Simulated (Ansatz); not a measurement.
# GaN, pressure series

Consider GaN in the zinc blende structure (space group F-43m, No. 216).

```yaml
crystal:
  lattice:
    - [0.00000, 2.27425, 2.27425]
    - [2.27425, 0.00000, 2.27425]
    - [2.27425, 2.27425, 0.00000]
  atoms:
    - { symbol: Ga, position: [0.00000, 0.00000, 0.00000] }
    - { symbol: N, position: [0.25000, 0.25000, 0.25000] }
```

Cell and atoms are relaxed at each pressure.

Level of theory: PBE (Ansatz, a program for electronic structure; PAW; 420 eV plane waves; scalar-relativistic without spin-orbit coupling).

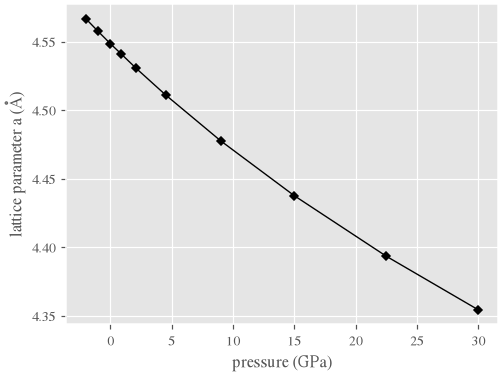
Figure. Lattice parameter a against pressure

```json
[
 {"pressure (GPa)": "-2", "lattice parameter a": "4.567 Å"},
 {"pressure (GPa)": "-1", "lattice parameter a": "4.557 Å"},
 {"pressure (GPa)": "0.9", "lattice parameter a": "4.541 Å"},
 {"pressure (GPa)": "2.1", "lattice parameter a": "4.531 Å"},
 {"pressure (GPa)": "4.5", "lattice parameter a": "4.511 Å"},
 {"pressure (GPa)": "9", "lattice parameter a": "4.478 Å"},
 {"pressure (GPa)": "15", "lattice parameter a": "4.438 Å"},
 {"pressure (GPa)": "22.5", "lattice parameter a": "4.394 Å"},
 {"pressure (GPa)": "30", "lattice parameter a": "4.354 Å"}
]
```

Load acts through the strain it causes; cell and atoms are relaxed under it. Stability against distortions was not tested. Tetrahedral semiconductors of this kind turn to denser phases somewhere between about 1 and 50 GPa; those were not computed, so compressed cells here can lie past the real transition. This is not the structure that GaN has at room temperature and ambient pressure.
